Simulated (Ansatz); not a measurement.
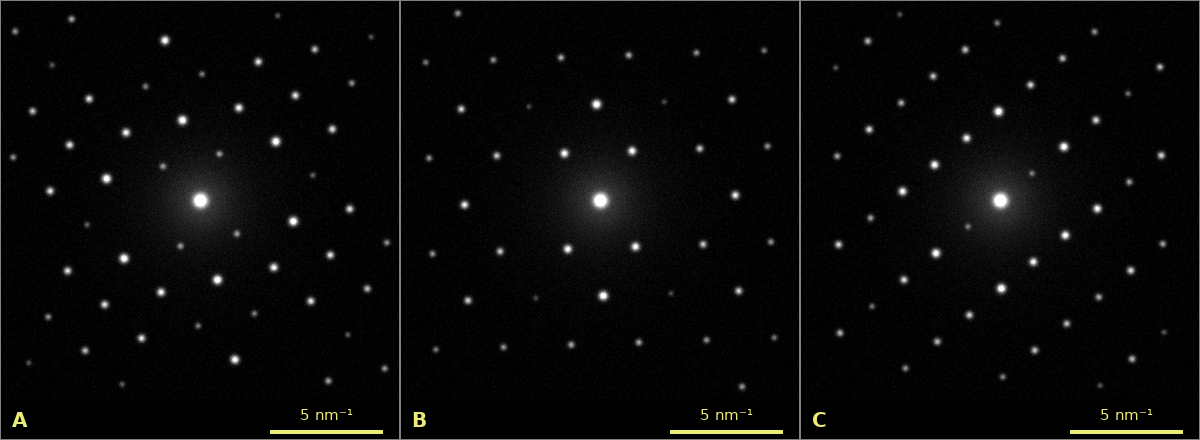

Kinematic electron diffraction patterns (120 kV, B = 0.5 Å², same scale, each along a low-index zone) of three structures of composition Si2Sn, each relaxed at zero pressure with DFT PBE, scalar-relativistic, plane waves, PAW in Ansatz 0.2.0.

The structures (standard cells):
1. Fd-3m (No. 227), a = 7.694 Å, 24 atoms; generated start, possibly hypothetical
2. R3m (No. 160), a = 3.724 Å, c = 16.021 Å (hexagonal axes), 9 atoms; generated start, possibly hypothetical
3. Fm-3m (No. 225), a = 6.562 Å, 12 atoms; generated start, possibly hypothetical

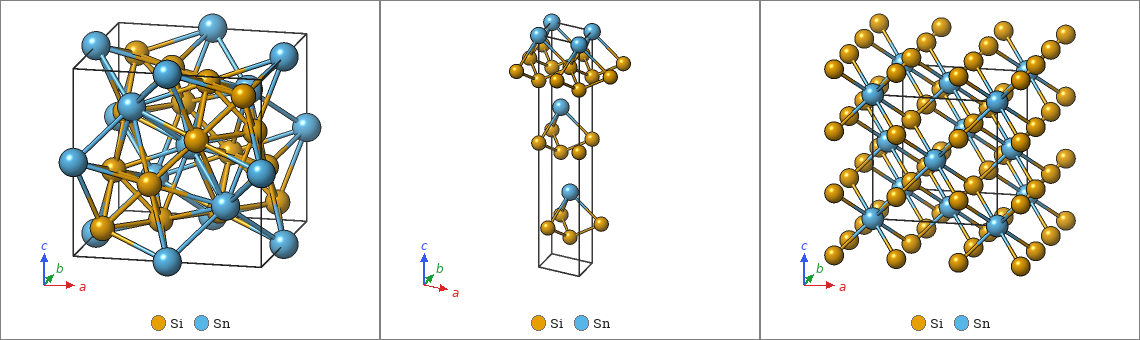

Drawings of the structures 1 to 3, from left to right (each may span several cells).

> Which pattern belongs to which structure, and along which zone?

A is structure 1 along [110] or an equivalent direction: centred rectangular net of -1 1 -1 at d = 4.44 Å and -1 1 1 at d = 4.44 Å, 70.5° apart (some points of this net are extinct or too weak to see). B is structure 3 along [110] or an equivalent direction: centred rectangular net of -1 1 -1 at d = 3.79 Å and -1 1 1 at d = 3.79 Å, 70.5° apart (some points of this net are extinct or too weak to see). C is structure 2 along [100] or an equivalent direction: oblique net of 0 0 3 at d = 5.34 Å and 0 -1 1 at d = 3.16 Å, 78.6° apart.

> Rank the structures by their computed energy.

Structure 2 (R3m, 21.38 Å³ an atom) is the lowest of these; structure 1 (Fd-3m, 18.98 Å³ an atom) lies about 180 meV an atom higher; structure 3 (Fm-3m, 23.55 Å³ an atom) lies about 480 meV an atom higher. These are static energies at 0 K; other structures, not shown, may lie lower still.
